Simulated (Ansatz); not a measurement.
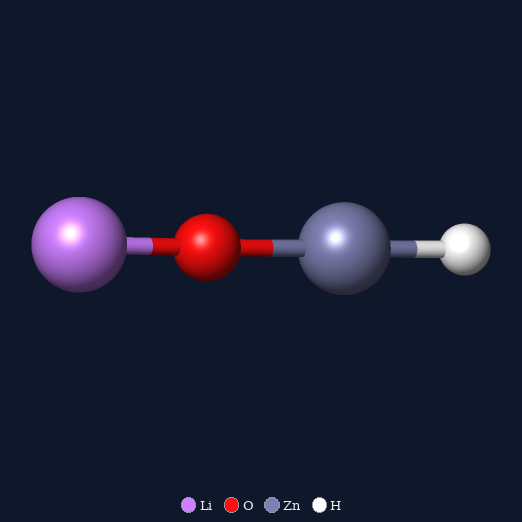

The picture shows a molecular structure as a ball-and-stick model. Every bond is drawn as one stick, whatever its order.

The computed structure is the end point of a PBE0-D4/def2-TZVP optimisation. No frequency run is at hand to confirm it as a minimum.

Question: What is the molecular formula?

Answer: HLiOZn, 4 atoms: 1 hydrogen, 1 lithium, 1 oxygen and 1 zinc.

Question: Which point group does it belong to?

Answer: C∞v.

More results for the same structure follow; atom numbers are the same in all pictures, views and colours differ.

**Dipole moment**

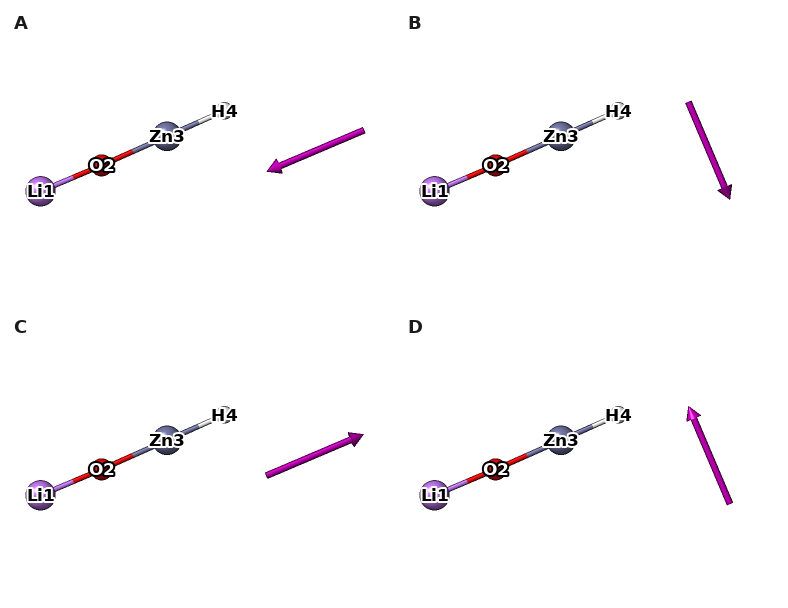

The same molecule four times, each with an arrow. No frequency run is at hand to confirm it as a minimum. Method: RKS PBE0-D4/def2-TZVP (Ansatz 0.2.0).

Question: Which arrow points along the dipole moment, from the negative to the positive end?

Answer: A. The dipole moment is 5.76 D; it points from the side of H4 to the side of Li1 (the outermost atoms at the two ends).

**Electronic properties**

No frequency run is at hand to confirm it as a minimum. Level of theory: RKS PBE0-D4/def2-TZVPP (Ansatz 0.2.0).

Question: What is the HOMO–LUMO gap?

Answer: 5.26 eV.

Question: Estimate the HOMO energy (Kohn–Sham orbital).

Answer: −6.22 eV.

**Charges**

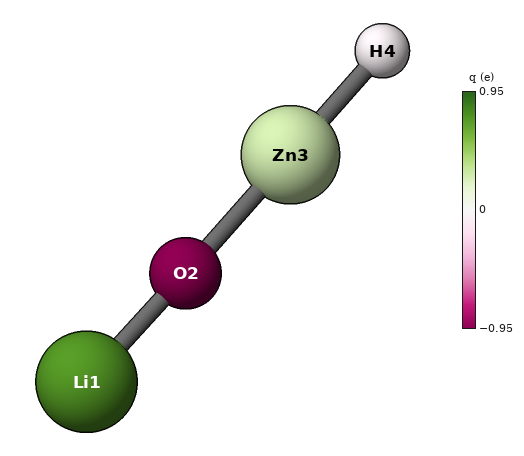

Atoms are coloured by their Mulliken charges. No frequency run is at hand to confirm it as a minimum. Properties computed with RKS PBE0-D4/def2-TZVP (Ansatz 0.2.0).

Give the Mulliken charges atom by atom.

```csv
atom,value (e)
Li1,0.72
O2,−0.94
Zn3,0.27
H4,−0.05
```

Mulliken values depend strongly on the basis set and can even reverse the polarity of a bond.
